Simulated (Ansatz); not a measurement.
# C4H7AlO: a ladder of functionals and wavefunction methods

How much do the methods differ for C4H7AlO? The plan is to run it at one geometry with functionals of several rungs and with coupled cluster. The yardstick is the atomisation energy at the CCSD(T) limit.

Computed with Ansatz 0.2.0, Gaussian basis. Level: functionals in def2-TZVPP, the program's frozen cores in correlated methods.

Levels to be run: PBE-D4, r2SCAN-D4, PBE0-D4, B3LYP-D4, ωB97X-V, ωB97M-V, B2PLYP; CCSD(T)/def2-TZVPP; MP2/def2-QZVPP; extrapolation to the limit.

## (1) The geometry

The geometry comes from an earlier relaxation with PBE0-D4 in a triple-zeta def2 set; it is a stationary point, not always the lowest conformer.

13 atoms, charge 0, spin multiplicity 1.

Atoms are counted from 1 here; the program's logs count them from 0.

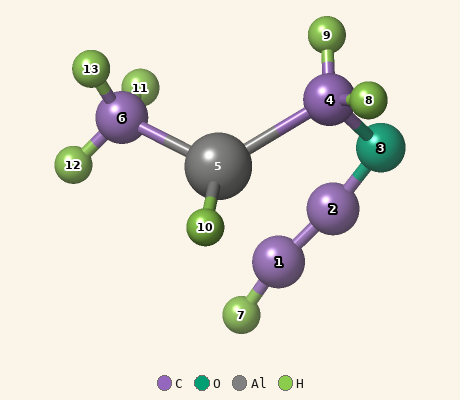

The structure; carbon purple, oxygen teal, aluminium grey, hydrogen green; atoms are numbered from 1 in the order of the file.

## (2) PBE-D4 (GGA)

The input, in.yaml:

```yaml
crystal:
  periodic: [false, false, false]
  atoms:
    - {symbol: C, position_ang: [-1.202484, -1.505198, -0.663707]}
    - {symbol: C, position_ang: [-0.178688, -1.336513, -1.296874]}
    - {symbol: O, position_ang: [0.953820, -1.039653, -1.789315]}
    - {symbol: C, position_ang: [1.622495, -0.227124, -0.698596]}
    - {symbol: Al, position_ang: [0.164305, -0.138166, 0.741964]}
    - {symbol: C, position_ang: [-0.843491, 1.532360, 0.884998]}
    - {symbol: H, position_ang: [-2.155532, -1.796882, -0.288803]}
    - {symbol: H, position_ang: [2.531557, -0.779760, -0.458857]}
    - {symbol: H, position_ang: [1.897278, 0.709811, -1.185053]}
    - {symbol: H, position_ang: [0.362536, -1.096208, 1.998466]}
    - {symbol: H, position_ang: [-1.057091, 1.973156, -0.093022]}
    - {symbol: H, position_ang: [-1.796810, 1.394821, 1.403973]}
    - {symbol: H, position_ang: [-0.277295, 2.274653, 1.459625]}
basis:
  gaussian: {orbitals: def2-TZVPP}
hamiltonian: {xc: pbe, dispersion: d4}
output: {forces: true, orbitals: {seedname: orbitals}}
```

Run with:

```bash
$ ansatz run in.yaml --threads 4 --pin off --events-out ev --progress --plain --max-ram 10444MiB
```

Further steps of the session: r2SCAN-D4 (meta-GGA); PBE0-D4 (hybrid); B3LYP-D4 (hybrid); ωB97X-V (range-separated); ωB97M-V (range-separated); B2PLYP (double hybrid); CCSD(T) in def2-TZVPP; MP2 in def2-QZVPP.

**Question.** What will the summary of the whole plan be? Wanted: atomisation energy, CCSD(T)/CBS; farthest; mean size of error, hybrid; mean size of error, range-separated; gap, smallest and largest; T1 diagnostic; triples share of the correlation energy.

As calculated:

```
                               quantity                                 value
        atomisation energy, CCSD(T)/CBS                         4987.7 kJ/mol
 functionals within 24.9 kJ/mol (0.5 %)            B3LYP-D4, ωB97X-V, ωB97M-V
                               farthest                PBE-D4 (+138.2 kJ/mol)
             mean size of error, hybrid                           15.9 kJ/mol
    mean size of error, range-separated                           17.1 kJ/mol
              gap, smallest and largest  4.30 eV (PBE-D4), 10.98 eV (ωB97X-V)
                          T1 diagnostic                                0.0128
triples share of the correlation energy                                 4.4 %
```

**Reading.** PBE-D4 is off by +138.2 kJ/mol. Double hybrids carry the basis error of their MP2 part in triple zeta, and no dispersion term here, so their miss is partly the set-up's. The reference freezes the cores and leaves out relativity and excitations past (T), so misses under about 24.9 kJ/mol can't be ranked. Hartree-Fock recovers 72 % of the binding; the rest is correlation. Orbital gaps span 4.3 to 11.0 eV; exact exchange widens them.
